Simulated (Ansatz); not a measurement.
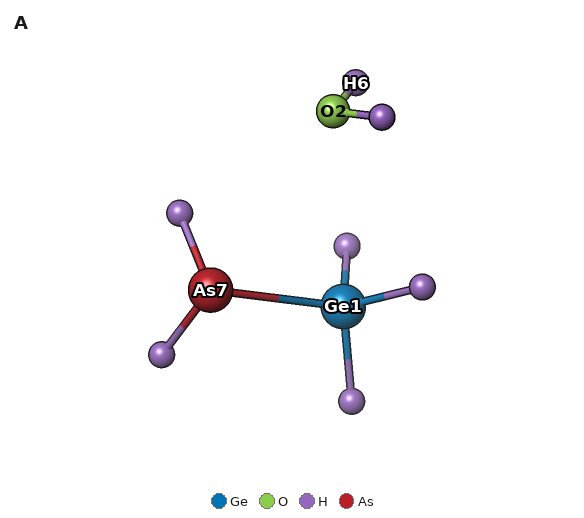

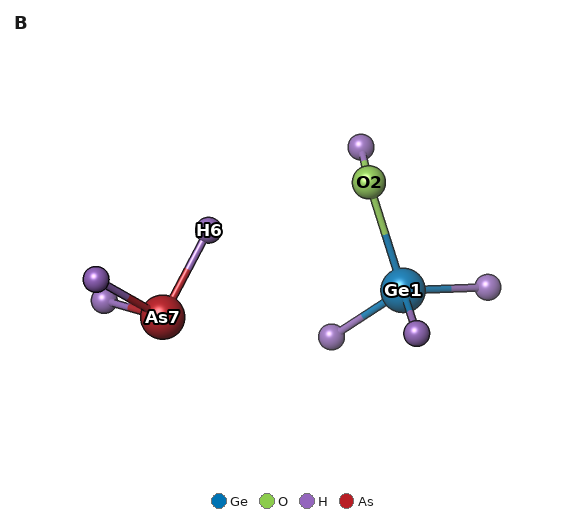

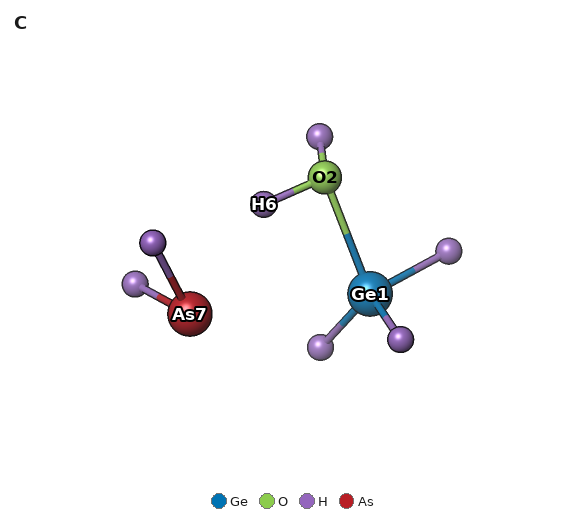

Three stationary points along one reaction path, in mixed order. Sticks follow a distance rule, so a partial bond may show as a full stick or not at all. The species is neutral and a spin singlet. Geometries: PBE0-D4/def2-TZVP; all other levels are single points on them, and energies count from the start as drawn. Program: Ansatz 0.2.0. In CBS estimates cores are frozen, and CCSD(T) − MP2 is taken in the smaller basis.

Which panel shows the transition state?

C.

Which bonds form and which break from B to A?

Formed: Ge1–As7, O2–H6; broken: Ge1–O2, H6–As7. At the saddle point Ge1···As7 is 3.03 Å, O2···H6 is 1.07 Å, Ge1···O2 is 1.97 Å, H6···As7 is 2.08 Å.

Give the electronic barrier and the reaction energy from B to A in kcal/mol (no zero-point energy) with CCSD(T)/CBS (MP2 limit from def2-TZVPP and def2-QZVPP plus CCSD(T) − MP2).

| level | barrier | reaction energy |
| --- | --- | --- |
| CCSD(T)/CBS (MP2 limit from def2-TZVPP and def2-QZVPP plus CCSD(T) − MP2) | 38.1 | −5.7 |
